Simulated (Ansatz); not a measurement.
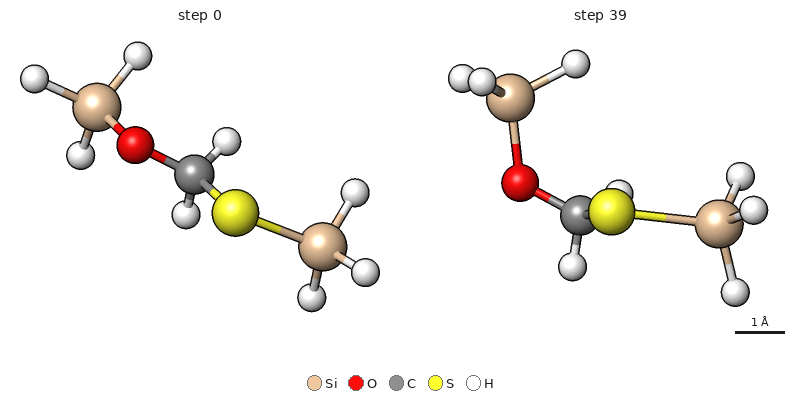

The structure of CH$_{8}$OSSi$_{2}$ before (left) and after (right) a relaxation, at one scale.

The picture is a ball-and-stick view, seen from a free direction.

The run prepares an end point of a later path (torsion) calculation, from a guessed geometry.

All numbers below come from RKS PBE-D4/6-31G in Ansatz.

Input file:
```yaml
crystal:
  periodic: [false, false, false]
  atoms:
    - { symbol: Si, position_ang: [-1.4097, -1.5162, 1.2397] }
    - { symbol: O, position_ang: [-0.8933, -0.4441, 0.0539] }
    - { symbol: C, position_ang: [0.3006, -0.7713, -0.5943] }
    - { symbol: S, position_ang: [0.7885, 0.4057, -1.9128] }
    - { symbol: Si, position_ang: [2.53898, -0.45738, -2.70437] }
    - { symbol: H, position_ang: [-2.7336, -0.9382, 1.776] }
    - { symbol: H, position_ang: [-1.6294, -2.8149, 0.6433] }
    - { symbol: H, position_ang: [-0.4058, -1.5478, 2.2991] }
    - { symbol: H, position_ang: [0.2683, -1.7479, -1.0015] }
    - { symbol: H, position_ang: [1.1628, -0.783, 0.1641] }
    - { symbol: H, position_ang: [3.65839, -0.53101, -1.69035] }
    - { symbol: H, position_ang: [2.97688, 0.29709, -3.89918] }
    - { symbol: H, position_ang: [2.2369, -1.81488, -3.10151] }
basis:
  gaussian: { orbitals: "6-31G" }
hamiltonian:
  xc: pbe
  dispersion: d4
relax:
  f_tol: 0.015
  max_steps: 40
```

Run as
```bash
ansatz run input.yaml --threads 1 --pin off --max-ram 2048MiB --backend cpu --events-out ev --progress --plain --runs-dir out
```

What changed between the two?

Answer. The relaxation stopped without meeting its thresholds, so the last structure isn't shown to be converged. It used up its limit of 40 steps. The energy falls by 18.9 kcal/mol in 37 accepted moves (39 points after the start). The largest force component goes from 2.4 to 0.26 eV/Å. The line search rejected the trial steps at points 9, 26 of the run. The forces were under the threshold at step 8, but the run went on from there. The largest move after the best rigid fit is that of H8, 1.65 Å. By element the largest moves are H 1.65 Å, O 1.44 Å, C 1.14 Å, S 0.57 Å, Si 0.50 Å. Among the contacts that change: S4–Si5 2.106 → 2.264 Å, C3–S4 1.834 → 1.955 Å, Si1–O2 1.680 → 1.776 Å, Si1–H7 1.446 → 1.532 Å. Among the angles between lasting bonds that change: Si1–O2–C3 116.1° → 123.6°, O2–Si1–H6 105.7° → 111.6°, H9–C3–H10 105.5° → 111.0°. Groups turn about O2–C3 by about 110°, Si1–O2 by about 80°, C3–S4 by about 20°. The run took 2.8 min on 1 thread of Intel(R) Xeon(R) Platinum 8375C CPU @ 2.90GHz (Ice Lake), with other jobs on the host, peak memory 0.26 GiB.
